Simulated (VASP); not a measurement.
Band structure of TiSi (relaxed from the WC structure, space group P-6m2). Method: r2SCAN meta-GGA, VASP's PBE PAW potentials (set 64) (plane waves; VASP).

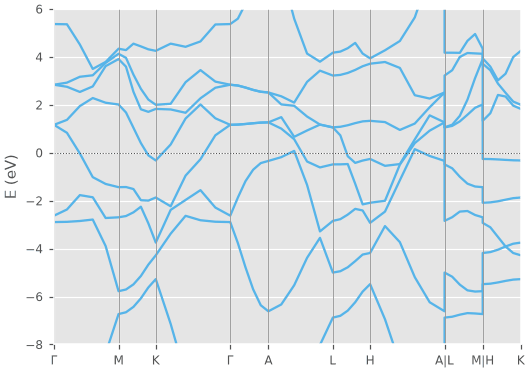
*Bands along high-symmetry lines, zero at the valence-band maximum or, without a gap, the Fermi level*

Read the plot: is there a gap, and where are the band edges?

It has no gap at this level: it comes out as a metal or semimetal.

The structure was generated: TiSi was put into the WC type (P-6m2), which need not be its known phase. It was relaxed first, which changed the volume by -15 %.
